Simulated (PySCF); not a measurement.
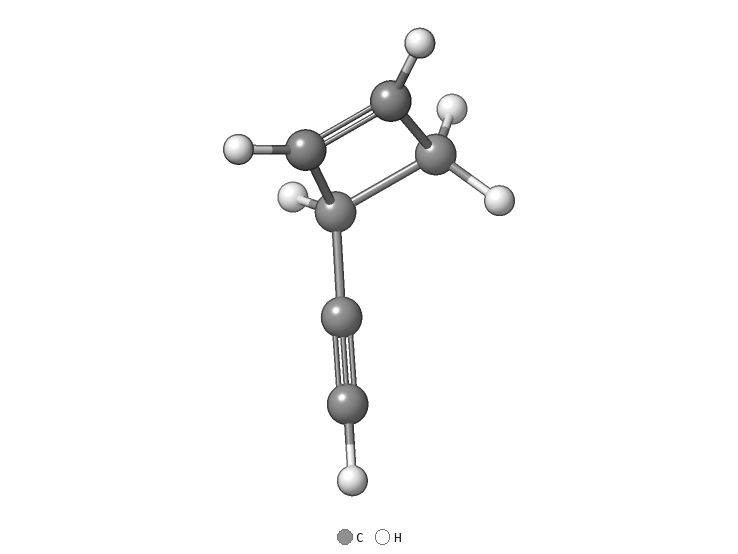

Computed geometry: GFN2-xTB optimisation. No frequency run is at hand to confirm it as a minimum. Method: CAM-B3LYP/def2-SVPD, gas phase (PySCF 2.14.0). Excitations: vertical, linear response.

Computed properties:

The species is C₆H₆ (`C#C[C@H]1C=CC1`).
- dipole moment: 0.80 D
- HOMO energy (Kohn–Sham orbital): −8.73 eV
- LUMO energy (Kohn–Sham orbital): 1.27 eV
- HOMO–LUMO gap: 10.00 eV
- mean static polarisability: 64.8 bohr³
- lowest vertical singlet excitation: 6.52 eV
- its oscillator strength: 0.000
- brightest of the 8 lowest singlets: 7.51 eV
- its oscillator strength: 0.18
